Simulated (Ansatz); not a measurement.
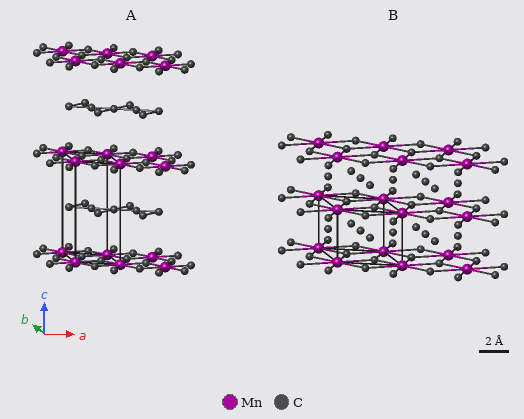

Two geometries of solid MnC5 (a generated structure, set up in P6/mmm) (coarse preliminary run), drawn at one scale. One is the start of a relaxation, the other its converged end. The picture is a ball-and-stick view of the cell of the calculation, repeated 2 × 1 × 2 with one cell outlined, seen slightly off an axis.

Level of theory: DFT PBE, scalar-relativistic, plane waves, PAW in Ansatz. Settings: plane-wave cutoff 420 eV; k-point mesh 6 × 6 × 4; occupations gaussian; smearing width 0.1 eV; collinear spin; cell and atoms relaxed; force threshold 0.04 eV/Å; at most 70 steps.

**Which of the two is the end point?**

Structure A is the relaxed one. The energy falls by 1483 meV per atom in 30 accepted moves (35 points after the start). All forces vanish by symmetry, so only the cell relaxes. Pressure: −25.82 GPa at the start and 0.17 GPa at the end. The SCF was repeated 5 times at an unchanged geometry on a basis and grid sized afresh for the cell, which shifted the energy by 96.0 meV per atom at most. The atoms keep their places relative to the cell (all moves are under 0.005 Å). The drawn cell changes as follows: a = b 4.737 → 3.279 Å (−30.8 %), c 3.821 → 7.317 Å (+91.5 %); the volume changes by −8.3 %. Some distances before and after: C–Mn 2.735 → 1.893 Å, C–C 2.735 → 1.893 Å, C–C 2.368 → 1.639 Å. New bonds form: C–C (2.37 → 1.64 Å). The space group stays P6/mmm (No. 191). The run may lie on a higher electronic state than the lowest, so the end point isn't shown to be the ground-state structure. Cost: 5.9 min on 1 thread of Intel(R) Xeon(R) Processor @ 2.70GHz, with other jobs on the host, peak memory 0.48 GiB.

Limits of the set-up: the k-point mesh is coarse for a cell with partly filled bands.
